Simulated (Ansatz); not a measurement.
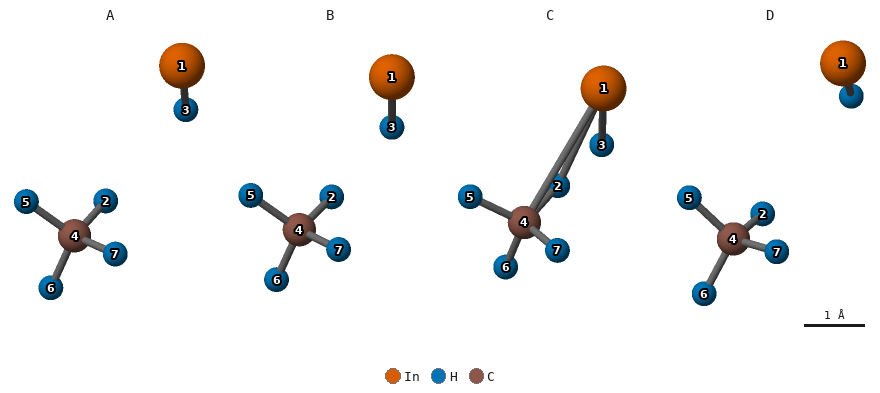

4 geometries from one relaxation of CH₅In (started from a transition state, displaced along its imaginary mode), in shuffled order. Style: ball-and-stick. Shown from a free direction.

These are results of RKS PBE0-D4/def2-TZVP in Ansatz 0.2.0, not measurements. Set-up: force threshold 0.005 eV/Å; at most 200 steps.

Q: Put them in the order of the run, from the start to the converged end.

A: C, B, A, D. They are steps 0, 2, 4, 10, at +93.3 kJ/mol, +20.4 kJ/mol, +1.79 kJ/mol relative to the last. The atom that moves furthest after the best rigid fit is H3 (0.97 Å). Largest moves by element: H 0.97 Å, In 0.54 Å, C 0.33 Å. Among the contacts that change: In1–H2 2.031 → 3.017 Å, In1–C4 2.631 → 3.497 Å, In1–H3 1.994 → 1.852 Å, H2–C4 1.182 → 1.092 Å. Bonds break: In1–C4 (2.63 → 3.50 Å), In1–H2 (2.03 → 3.02 Å). Among the angles between lasting bonds that change: H2–C4–H6 92.8° → 108.6°, H2–C4–H7 120.7° → 110.2°, H2–C4–H5 118.3° → 110.3°. The energy falls by 93.3 kJ/mol in 10 geometry steps. Largest force component: 1.2 eV/Å at the start, 0.0013 eV/Å at the end. Cost: 16 s on 2 threads of Arm Neoverse V2, on a shared host.
